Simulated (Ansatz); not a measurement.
Band structure of CrBW (Fmmm, 6 atoms in the cell).

```xyz
6
Lattice="0.0000 3.7923 3.8447 2.2921 0.0000 3.8447 2.2921 3.7923 0.0000" Properties=species:S:1:pos:R:3 pbc="T T T"
Cr     2.2921     2.4948     3.8447
Cr     2.2921     5.0897     3.8447
B      3.4382     5.6884     5.7670
B      1.1461     1.8961     1.9223
W      2.2921     3.7923     1.2741
W      2.2921     3.7923     6.4152
```

Method of the run: LDA (PW92), PAW files made with PBE (plane waves; Ansatz, a quantum-chemistry and plane-wave program).

Settings: kpoints.mp_grid.grid = 6 6 6; hamiltonian.xc = lda; hamiltonian.pseudopotentials = {kind: paw} (the program's default PAW files); scf.occupations.method = fermi_dirac; scf.occupations.width = 0.1 eV; kpoints.band_path.npoints = 8.

The starting cell comes from a database of computed structures (which also holds hypothetical and non-ambient phases and stackings), without a prior relaxation at this level. Spin-orbit coupling is off. Spin polarisation is off.

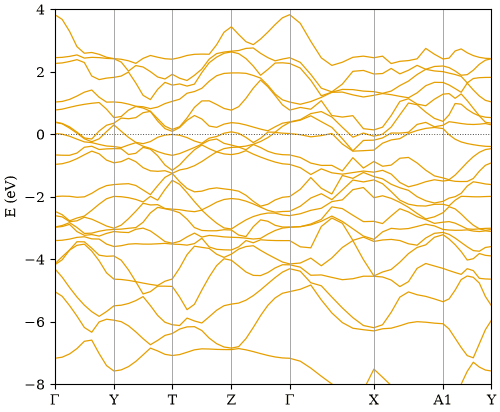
*Bands along the path, energies from the Fermi level.*

Levels in eV from the Fermi level, bands 28 to 35:
```tsv
point	28	29	30	31	32	33	34	35
Γ	-1.99	-0.97	-0.66	0.02	0.38	0.39	0.77	1.03
Y	-1.61	-0.91	-0.46	-0.39	0.30	0.35	0.53	1.03
T	-1.25	-1.25	-1.16	-0.68	-0.01	0.09	0.15	1.05
Z	-1.78	-0.65	-0.42	-0.35	0.08	0.37	0.77	1.96
X	-1.36	-1.21	-0.87	-0.51	-0.19	-0.06	0.14	1.25
A1	-2.15	-1.50	-1.40	0.18	0.29	0.41	1.28	1.66
```

Bands cross the Fermi level along this path, so the cell is metallic at this level.

Keys are those of Ansatz 0.2.
